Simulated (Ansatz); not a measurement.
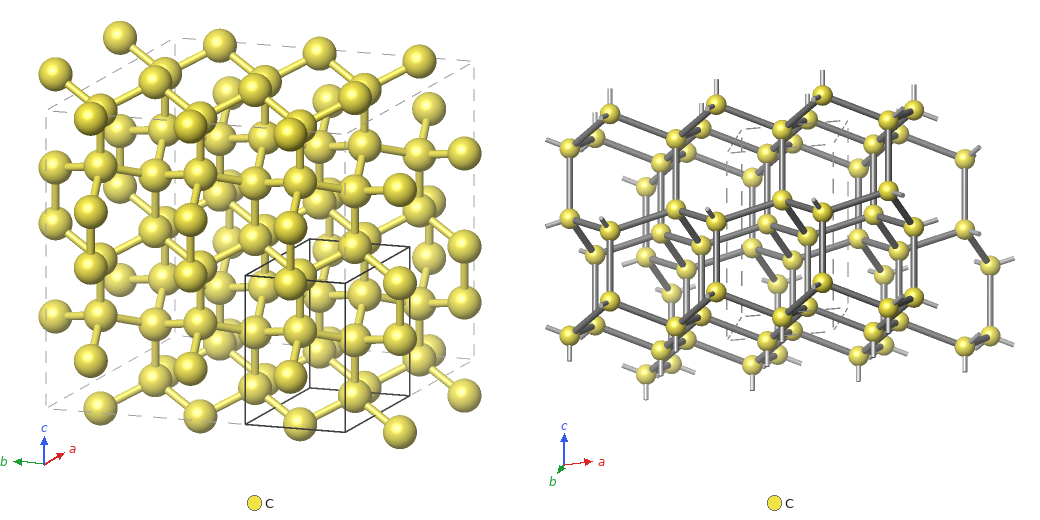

Left: the structure. Right: its underlying net. Nodes are coloured by element. Short stubs are edges that leave the cut-out.

C (space group P6_3/mmc, No. 194): the geometry relaxed with Ansatz 0.2.0, DFT, LDA, plane waves, PAW; the starting structure was generated, so it need not be a known form of this composition.

Bonds are taken as C–C below 1.7 Å; no other contact counts. The graph is simplified in the usual way: terminal and isolated atoms are pruned, two-connected atoms become edges.

The result is a uninodal 4-connected, three-periodic net: C is a 4-connected node. It is the lon net, known from lonsdaleite, wurtzite and tridymite. It is a single net, without interpenetration.

| node | links | point symbol | coordination sequence |
| --- | --- | --- | --- |
| C | 4 | 6⁶ | 4 12 25 44 67 96 |
